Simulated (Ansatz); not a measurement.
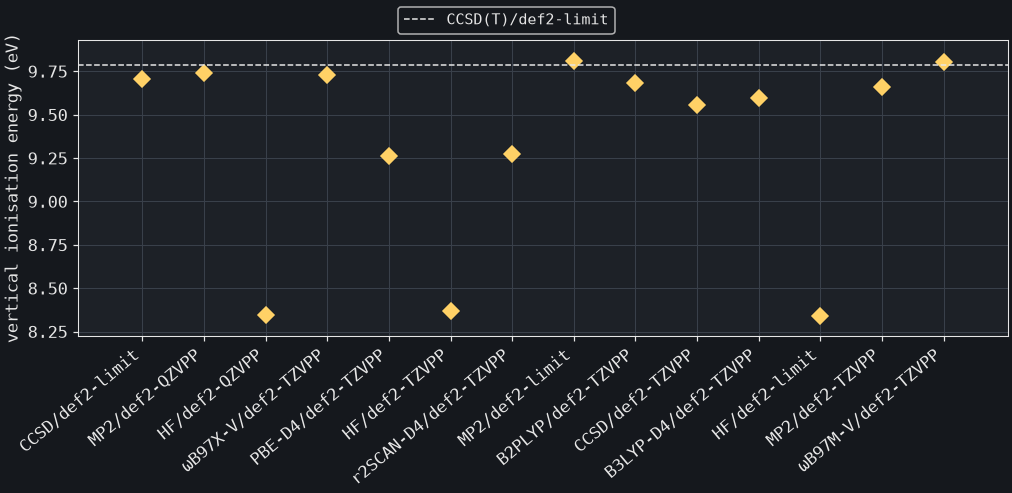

Vertical ionisation energy of CH₄MgO, SMILES [CH3][Mg][OH], singlet, taken as the energy of the cation less that of the neutral at fixed geometry (unrestricted doublet cation, cores frozen in correlated methods, no spin-orbit coupling), the Ansatz code 0.2.0, at a PBE0-D4/def2-TZVP geometry (a minimum by its frequencies). Limit means an estimate of the basis limit from triple and quadruple zeta; for coupled cluster it is either extrapolated directly or built as the MP2 limit plus the step from MP2 in triple zeta. B2PLYP/def2-TZVPP holds a correlation term that converges slowly with the basis, so part of the distance to the limit is basis error. The distance of MP2/def2-QZVPP, CCSD/def2-TZVPP and MP2/def2-TZVPP to the limit includes basis error.

> Which level comes closest to the line (CCSD(T)/def2-limit), and which misses most?

Closest ωB97M-V/def2-TZVPP (9.80 eV), against 9.79 eV; farthest HF/def2-limit (8.34 eV).

> Give the values.

```
               level    eV  less CCSD(T)/def2-limit
     CCSD/def2-limit  9.71                    −0.08
      MP2/def2-QZVPP  9.74                    −0.05
       HF/def2-QZVPP  8.34                    −1.44
  ωB97X-V/def2-TZVPP  9.73                    −0.06
   PBE-D4/def2-TZVPP  9.26                    −0.52
       HF/def2-TZVPP  8.37                    −1.42
r2SCAN-D4/def2-TZVPP  9.27                    −0.52
      MP2/def2-limit  9.81                     0.02
   B2PLYP/def2-TZVPP  9.68                    −0.11
     CCSD/def2-TZVPP  9.56                    −0.23
 B3LYP-D4/def2-TZVPP  9.60                    −0.19
       HF/def2-limit  8.34                    −1.45
      MP2/def2-TZVPP  9.66                    −0.13
  ωB97M-V/def2-TZVPP  9.80                     0.01
  CCSD(T)/def2-limit  9.79                     0.00
```

Caveats, for all or some of the runs: outer-core shells are correlated without core-valence functions, which makes the correlated values less sure.
